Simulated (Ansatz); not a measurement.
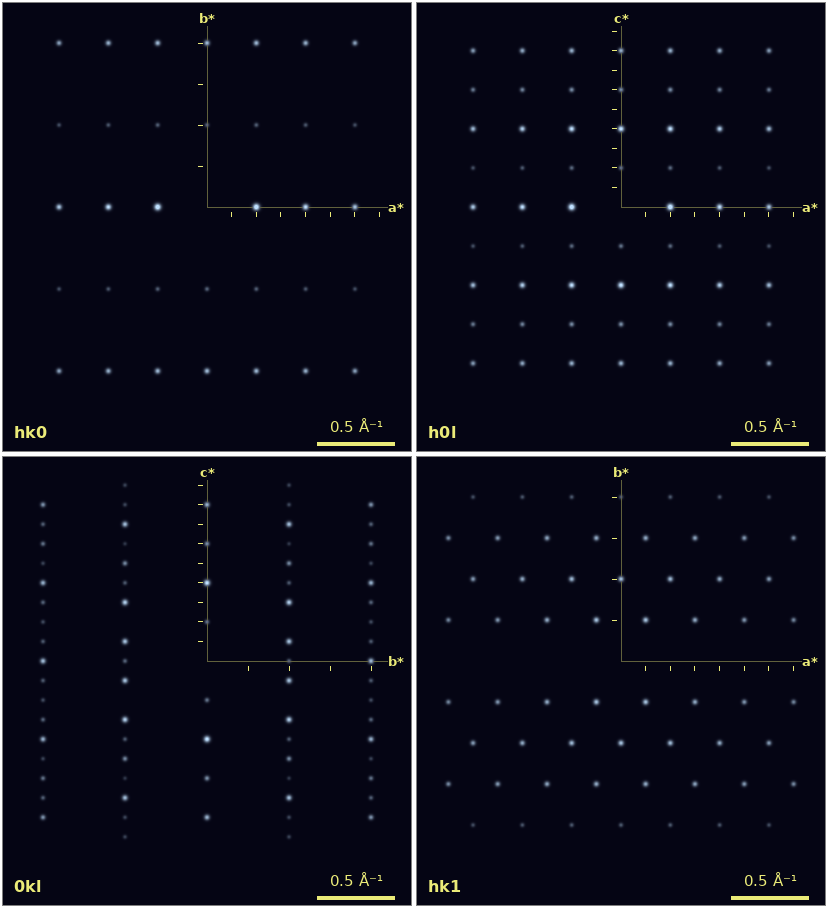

Four undistorted layers of reciprocal space, calculated for a single crystal (X-rays, kinematic |F|², B = 0.5 Å²). Tick marks count the reciprocal lattice steps of the conventional cell along each axis.

The compound is Cl. Structure: the input geometry of an electronic-structure calculation (not necessarily at equilibrium).

Question: Read the reciprocal cell and give the direct cell.

Answer: a* = 0.162, b* = 0.269, c* = 0.128 Å⁻¹; the cell is orthorhombic with a = 6.18 Å, b = 3.72 Å, c = 7.80 Å.

Question: Which reflection conditions do the layers show?

Answer: Reflections are present only under these conditions. hkl: h + k = 2n; hk0: h = 2n, k = 2n; h0l: h = 2n, l = 2n; 0kl: k = 2n; h00: h = 2n; 0k0: k = 2n; 00l: l = 2n. The lattice is C-centred (C). A few very weak reflections are below the display threshold.

Question: Which space groups fit?

Answer: The intensities have Laue symmetry mmm (the hk0 layer shows 2mm, hk1 shows 2mm). With these conditions the candidates are C2ce (No. 41), Cmce (No. 64) (symbols for these axes; some are non-standard settings). Diffraction geometry alone does not choose among them; the structure has Cmce.
